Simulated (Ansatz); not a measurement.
**C2H5AlBN (SMILES B[C]1=C[NH][AlH]1) at PBE/6-31G(d) (spherical functions)**

Aim: the vertical singlet–triplet gap of C2H5AlBN at PBE/6-31G* (spherical functions), from 2 runs. 

Program for the calculation: Ansatz 0.2.0.

127 further runs of the same task are left out: 127 set aside as unsound or not needed.

## (1) The system as given

C2H5AlBN has 10 atoms, charge 0, and is taken as a singlet. SMILES: `B[C]1=C[NH][AlH]1`. The shape is that of a PBE0-D4/def2-TZVP optimisation.

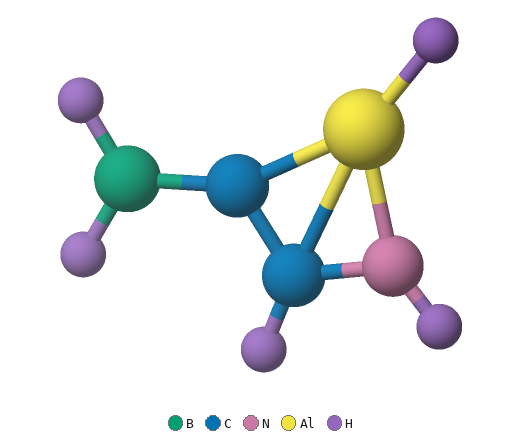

The structure, seen from a chosen angle (boron teal, carbon blue, nitrogen pink, aluminium yellow, hydrogen purple).

## (2) A single-point energy at PBE/6-31G(d) (spherical functions)

The input, job.yaml:

```yaml
basis:
  gaussian: {orbitals: 6-31G_st_-spherical.json}
crystal:
  periodic: [false, false, false]
  atoms:
    - {symbol: B, position_ang: [-1.253000, 0.576700, -1.418700]}
    - {symbol: C, position_ang: [-0.143800, 0.242800, -0.478800]}
    - {symbol: C, position_ang: [-0.315000, -0.471300, 0.702300]}
    - {symbol: "N", position_ang: [0.820900, -0.673500, 1.422800]}
    - {symbol: Al, position_ang: [1.688500, 0.264900, 0.080500]}
    - {symbol: H, position_ang: [-2.375700, 0.217000, -1.161700]}
    - {symbol: H, position_ang: [-1.076200, 1.195400, -2.432600]}
    - {symbol: H, position_ang: [-1.273000, -0.859200, 1.061700]}
    - {symbol: H, position_ang: [0.792000, -1.179400, 2.289700]}
    - {symbol: H, position_ang: [3.218400, 0.635500, -0.062200]}
hamiltonian: {xc: pbe}
accuracy: high
output: {orbitals: {seedname: orbitals}}
```

The basis set 6-31G* is read from a file made from the Basis Set Exchange's data (not shown).

Launch:

```bash
$ ansatz run job.yaml --threads 1 --pin off --max-ram 3480MiB --events-out events.jsonl --progress --plain --runs-dir runs
```

Log:

```text
Warning: RAYON_NUM_THREADS=1 ignored (pool sized by the plan → 1); use --threads N
Functional definition: PBE
  name "PBE"
  parameter kappa = 0.804
  parameter beta = 0.06672455060314922
  exchange = pbe_x(kappa = kappa, mu = beta*pi^2/3)
  correlation = pbe_c(beta = beta)
2027 factors; integrals over basis functions are off by at most 3.5e-9 eV
mean field evaluation 1: about -10895.5192 eV, gradient 6.8e1 eV
mean field evaluation 2: about -10838.5335 eV, gradient 1.3e2 eV
mean field evaluation 4: about -10907.0411 eV, gradient 1.0e1 eV
mean field evaluation 8: about -10907.3729 eV, gradient 1.7e-1 eV
mean field evaluation 16: about -10907.3613 eV, gradient 1.6e-5 eV
mean field -10907.36132714 eV, -400.8381354972 hartree, gradient 6.8e-8 eV, S^2 0.000000; 0 other end points of the search recorded, 0 dependent functions left out
reference -10907.36133124 eV, -400.8381356479 hartree; 21, 21 occupied and 63, 63 virtual orbitals, 2027 factors
Total energy: -10907.36133124 eV, -400.8381356479 hartree
```

Run time: 7.5 s. Hardware: 1 thread of Arm Neoverse V1, shared host; peak memory 0.24 GiB.

## (3) The triplet

The input, molecule.yaml:

```yaml
crystal:
  periodic: [false, false, false]
  atoms:
    - {symbol: B, position_ang: [-1.253000, 0.576700, -1.418700]}
    - {symbol: C, position_ang: [-0.143800, 0.242800, -0.478800]}
    - {symbol: C, position_ang: [-0.315000, -0.471300, 0.702300]}
    - {symbol: "N", position_ang: [0.820900, -0.673500, 1.422800]}
    - {symbol: Al, position_ang: [1.688500, 0.264900, 0.080500]}
    - {symbol: H, position_ang: [-2.375700, 0.217000, -1.161700]}
    - {symbol: H, position_ang: [-1.076200, 1.195400, -2.432600]}
    - {symbol: H, position_ang: [-1.273000, -0.859200, 1.061700]}
    - {symbol: H, position_ang: [0.792000, -1.179400, 2.289700]}
    - {symbol: H, position_ang: [3.218400, 0.635500, -0.062200]}
basis:
  gaussian:
    orbitals: 6-31G_st_-spherical.json
accuracy: high
magnetization:
  spin_polarized: true
  initial_magnetization: 2
hamiltonian:
  xc: pbe
output: {orbitals: {seedname: orbitals}}
```

The basis set 6-31G* is read from a file made from the Basis Set Exchange's data (not shown).

Launch:

```bash
$ ansatz run molecule.yaml --threads 1 --pin off --max-ram 3480MiB --events-out events.jsonl --progress --plain --runs-dir runs
```

Log, shortened:

```text
Warning: RAYON_NUM_THREADS=1 ignored (pool sized by the plan → 1); use --threads N
[... 6 set-up lines as earlier in the session ...]
2027 factors; integrals over basis functions are off by at most 3.5e-9 eV
mean field evaluation 1: about -10894.5578 eV, gradient 4.2e1 eV
mean field evaluation 2: about -10858.1138 eV, gradient 8.7e1 eV
mean field evaluation 4: about -10903.9185 eV, gradient 1.1e1 eV
mean field evaluation 8: about -10904.7049 eV, gradient 4.2e-1 eV
mean field evaluation 16: about -10904.6933 eV, gradient 8.7e-5 eV
mean field evaluation 32: about -10904.6805 eV, gradient 1.1e0 eV
mean field -10904.69334674 eV, -400.7400890259 hartree, gradient 6.2e-8 eV, S^2 2.003736; 5 other end points of the search recorded, 0 dependent functions left out
reference -10904.69335096 eV, -400.7400891812 hartree; 22, 20 occupied and 62, 64 virtual orbitals, 2027 factors
Total energy: -10904.69335096 eV, -400.7400891812 hartree
```

It took 19 s on 1 thread of Arm Neoverse V1, shared host; peak memory 0.31 GiB.

## (4) What came out

Level: PBE/6-31G* (spherical functions).

| quantity | value |
| --- | --- |
| singlet: total energy | -400.83814 Eh |
| singlet: HOMO energy | -5.09 eV |
| singlet: LUMO energy | -2.30 eV |
| singlet: HOMO–LUMO gap | 2.79 eV |
| triplet: total energy | -400.74009 Eh |
| triplet: HOMO energy (highest over α and β) | -2.83 eV |
| triplet: ⟨S²⟩ | 2.004 |
| vertical energy of the triplet above the singlet | 2.668 eV |

**Reading.** At this shape the triplet lies 2.67 eV (257 kJ/mol) above the singlet.
